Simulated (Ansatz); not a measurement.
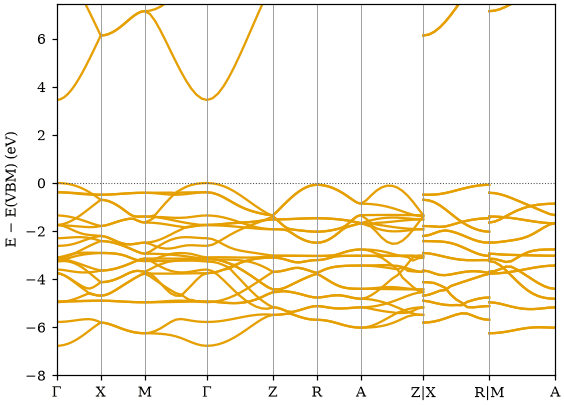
Band structure from plane-wave PAW LDA (Ansatz code)

Task: Read off the gap and where the band edges lie.

Result: About 3.5 eV (3.45 eV by a search for the band edges); maximum at Γ, minimum at Γ.

The material is ZnF2 (rutile, space group No. 136).

Space group P4_2/mnm (rutile). The cell was relaxed with LDA under the symmetry of its start.

Potentials: the later of the program's two PAW sets.
